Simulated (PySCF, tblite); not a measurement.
# C3H12N4Si: geometry, infrared bands and NMR shifts

What infrared bands and NMR shifts should C3H12N4Si (`[H]/N=C/CN[Si@H](N)NC`) show?

Programs: tblite 0.8.0 and PySCF 2.14.0, with density-fitted response routines of our own. Each step states its level of theory. These are calculated values for one molecule in the gas phase, unless marked as measured. Atoms are numbered from 0 throughout.

## (1) The starting structure

20 atoms, charge 0, multiplicity 1; geometry from: force field or distance geometry start.

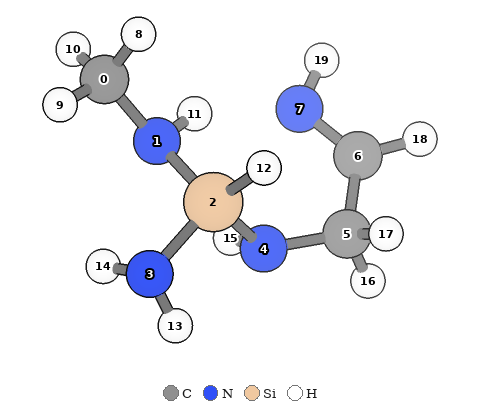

As it starts; carbon grey, nitrogen blue, silicon light orange, hydrogen white, atoms numbered; sticks join atoms by distance.

## (2) Optimising the geometry with GFN2-xTB

What the job is given:

```
{"job": {"kind": "relax", "xc": "GFN2-xTB", "basis": "xTB"}, "charge": 0, "multiplicity": 1}
C      2.352600    -0.548100     1.283400
N      1.165500    -0.574000     0.419200
Si     0.761200     0.591100    -0.677800
N      1.678600     0.179400    -2.007000
N     -0.745000     0.035900    -1.178700
C     -2.037400     0.602000    -0.784500
C     -2.409100     0.252400     0.644200
N     -1.699200    -0.524600     1.413300
H      2.326800     0.306700     1.970000
H      3.265200    -0.505400     0.703400
H      2.379500    -1.458800     1.887800
H      0.339300    -0.693400     1.028200
H      0.775000     1.998600    -0.242300
H      1.039000     0.123800    -2.783900
H      1.955000    -0.780100    -1.822200
H     -0.753400    -0.942500    -0.897300
H     -2.820200     0.204400    -1.424400
H     -2.057400     1.687500    -0.891800
H     -3.353600     0.684500     1.031300
H     -2.167400    -0.628600     2.325900
```

The run is started by

```
$ OMP_NUM_THREADS=1 python probes_run.py task.json out
```

One launch serves the whole session: the jobs run in the order shown.

**Question.** This job is followed by: GFN2-xTB harmonic vibrations, gas phase; GIAO PBE0/pcSseg-1 NMR shielding, non-relativistic, gas phase. What will the session give for the following? strongest single infrared mode (GFN2-xTB); zero-point energy (GFN2-xTB); 13C shifts against TMS (PBE0/pcSseg-1); 1H shifts against TMS (PBE0/pcSseg-1, means over atoms taken as alike); 15N shifts against NH3 (PBE0/pcSseg-1); 29Si shifts against TMS (PBE0/pcSseg-1).

The runs gave:

```
                                                              quantity                                                      value
                             strongest single infrared mode (GFN2-xTB)                                      2175 cm⁻¹, 329 km/mol
                                          zero-point energy (GFN2-xTB)                                             101.4 kcal/mol
                                13C shifts against TMS (PBE0/pcSseg-1)                                      182.7, 54.2, 31.0 ppm
1H shifts against TMS (PBE0/pcSseg-1, means over atoms taken as alike)  10.37, 8.34, 4.68, 3.81, 3.73, 2.77, 1.86, 0.56, 0.24 ppm
                                15N shifts against NH3 (PBE0/pcSseg-1)                                337.9, 43.1, 37.3, 26.0 ppm
                               29Si shifts against TMS (PBE0/pcSseg-1)                                                  -28.3 ppm
```

What this shows: Over 79 steps the energy fell by 1.065 eV; of the close pairs, N1–Si2 changed most, 1.651 to 1.716 Å. No mode is imaginary among the 54: a minimum at this level. The strongest single mode, at 2175 cm⁻¹, moves mainly H12. GFN2-xTB is a fitted tight-binding method: band positions and strengths are rough. Its intensities can rank the bands wrongly. At PBE0/pcSseg-1: The widest tensor belongs to N7: span 621 ppm, with a paramagnetic part of -398 ppm.
